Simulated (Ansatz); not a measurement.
# Si2NH6 (SMILES N[SiH][SiH3]) at UB3LYP/6-311+G(d,p)

Aim: the electronic atomisation energy of Si2NH6 at UB3LYP/6-311+G**, from 4 runs. 

The calculation is run with Ansatz 0.2.0.

31 further runs of the same task are left out: 31 set aside as unsound or not needed.

## Step 1: The system as given

Si2NH6: 9 atoms, total charge 0, spin state doublet. As SMILES, `N[SiH][SiH3]`. The coordinates come from a PBE0-D4/def2-TZVP relaxation. This is one conformer, not always the lowest.

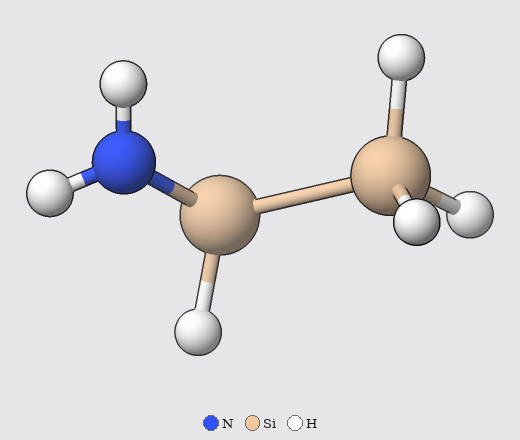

Viewed from a chosen angle; nitrogen blue, silicon light orange, hydrogen white.

## Step 2: A single-point energy at UB3LYP/6-311+G(d,p)

The input, in.yaml:

```yaml
crystal:
  periodic: [false, false, false]
  atoms:
    - {symbol: N, position_ang: [-0.800100, 0.840300, -1.401300]}
    - {symbol: Si, position_ang: [-0.412600, 0.902100, 0.278900]}
    - {symbol: Si, position_ang: [0.627800, -1.077000, 0.962500]}
    - {symbol: H, position_ang: [-1.356700, 0.089900, -1.777700]}
    - {symbol: H, position_ang: [-0.920900, 1.689300, -1.930000]}
    - {symbol: H, position_ang: [0.461600, 2.102100, 0.448200]}
    - {symbol: H, position_ang: [1.938500, -1.353900, 0.307200]}
    - {symbol: H, position_ang: [-0.282400, -2.217000, 0.659800]}
    - {symbol: H, position_ang: [0.833300, -1.021900, 2.435300]}
basis:
  gaussian: {orbitals: 6-311+G_st__st_-spherical.json}
magnetization: {spin_polarized: true, initial_magnetization: 1}
hamiltonian: {xc: {name: B3LYP}}
accuracy: high
output: {orbitals: {seedname: orbitals}}
```

The basis set 6-311+G** is read from a file made from the Basis Set Exchange's data (not shown).

Run with:

```sh
$ ansatz run in.yaml --threads 1 --pin off --max-ram 3480MiB --events-out events.jsonl --progress --plain --runs-dir runs
```

The program printed:

```text
Warning: RAYON_NUM_THREADS=1 ignored (pool sized by the plan → 1); use --threads N
Functional definition: B3LYP
  name "B3LYP"
  parameter a0 = 0.2
  parameter ax = 0.72
  parameter ac = 0.81
  exchange = (1 - a0 - ax)*slater_x + ax*b88_x + a0*exact_x
  correlation = (1 - ac)*vwn_rpa_c + ac*lyp_c
2208 factors; integrals over basis functions are off by at most 3.1e-8 eV
mean field evaluation 1: about -17336.2172 eV, gradient 4.6e1 eV
mean field evaluation 2: about -17312.2903 eV, gradient 7.7e1 eV
mean field evaluation 4: about -17344.3562 eV, gradient 3.0e0 eV
mean field evaluation 8: about -17344.4936 eV, gradient 1.5e-1 eV
mean field evaluation 16: about -17344.4938 eV, gradient 2.0e-4 eV
mean field -17344.49377162 eV, -637.3983895871 hartree, gradient 1.0e-7 eV, S^2 0.752595; 0 other end points of the search recorded, 0 dependent functions left out
reference -17344.49381997 eV, -637.3983913636 hartree; 21, 20 occupied and 97, 98 virtual orbitals, 2208 factors
Total energy: -17344.49381997 eV, -637.3983913636 hartree
```

Run time: 8.4 s. Hardware: 1 thread of Intel Xeon 6975P-C (Granite Rapids), shared host; peak memory 0.55 GiB.

## Step 3: The H atom at the same level

The input, job.yaml:

```yaml
crystal:
  periodic: [false, false, false]
  atoms:
    - {symbol: H, position_ang: [0.000000, 0.000000, 0.000000]}
basis:
  gaussian:
    orbitals: 6-311+G_st__st_.json
total_charge: 0
magnetization:
  spin_polarized: true
  initial_magnetization: 1
hamiltonian:
  xc: {name: B3LYP}
accuracy: high
```

The basis set 6-311+G** is read from a file made from the Basis Set Exchange's data (not shown).

Run the same way, it converges to -0.50216 Eh (log not shown).

## Step 4: The N atom

The input, molecule.yaml:

```yaml
crystal:
  periodic: [false, false, false]
  atoms:
    - {symbol: N, position_ang: [0.000000, 0.000000, 0.000000]}
basis:
  gaussian:
    orbitals: 6-311+G_st__st_.json
magnetization:
  spin_polarized: true
  initial_magnetization: 3
hamiltonian:
  xc: {name: B3LYP}
accuracy: high
```

The basis set 6-311+G** is read from a file made from the Basis Set Exchange's data (not shown).

Run with:

```sh
$ ansatz run molecule.yaml --threads 1 --pin off --max-ram 3480MiB --events-out events.jsonl --progress --plain --runs-dir runs
```

The program printed (excerpt; [...] marks lines left out):

```text
Warning: RAYON_NUM_THREADS=1 ignored (pool sized by the plan → 1); use --threads N
[... 7 set-up lines as earlier in the session ...]
169 factors; integrals over basis functions are off by at most 2.8e-9 eV
mean field evaluation 1: about -1485.5317 eV, gradient 7.5e0 eV
mean field evaluation 2: about -1485.6481 eV, gradient 5.1e0 eV
mean field evaluation 4: about -1485.7596 eV, gradient 1.8e-1 eV
mean field evaluation 8: about -1485.7613 eV, gradient 2.8e-4 eV
mean field -1485.76134778 eV, -54.6007224456 hartree, gradient 7.5e-9 eV, S^2 3.753523; 0 other end points of the search recorded, 0 dependent functions left out
reference -1485.76137279 eV, -54.6007233649 hartree; 5, 2 occupied and 17, 20 virtual orbitals, 169 factors
Total energy: -1485.76137279 eV, -54.6007233649 hartree
```

It took 0.2 s on 1 thread of Intel Xeon 6975P-C (Granite Rapids), shared host.

## Step 5: The Si atom at the same level

The input, in.yaml:

```yaml
crystal:
  periodic: [false, false, false]
  atoms:
    - {symbol: Si, position_ang: [0.000000, 0.000000, 0.000000]}
basis:
  gaussian:
    orbitals: 6-311+G_st__st_-spherical.json
total_charge: 0
magnetization:
  spin_polarized: true
  initial_magnetization: 2
hamiltonian:
  xc: {name: B3LYP}
accuracy: high
```

The basis set 6-311+G** is read from a file made from the Basis Set Exchange's data (not shown).

Run the same way, it converges to -289.39417 Eh (log not shown).

## Step 6: What came out

At UB3LYP/6-311+G**:

| quantity | value |
| --- | --- |
| molecule: total energy | -637.39839 Eh |
| molecule: HOMO energy (highest over α and β) | -4.98 eV |
| molecule: LUMO energy (lowest over α and β) | -2.39 eV |
| molecule: ⟨S²⟩ | 0.753 |
| H atom: total energy | -0.50216 Eh |
| H atom: ⟨S²⟩ | 0.750 |
| N atom: total energy | -54.60072 Eh |
| N atom: ⟨S²⟩ | 3.754 |
| Si atom: total energy | -289.39417 Eh |
| Si atom: ⟨S²⟩ | 2.002 |
| electronic atomisation energy | 27.113 eV |

What this shows: Taking the molecule apart into free atoms costs 27.11 eV (625 kcal/mol), before zero-point energy and without spin-orbit coupling.
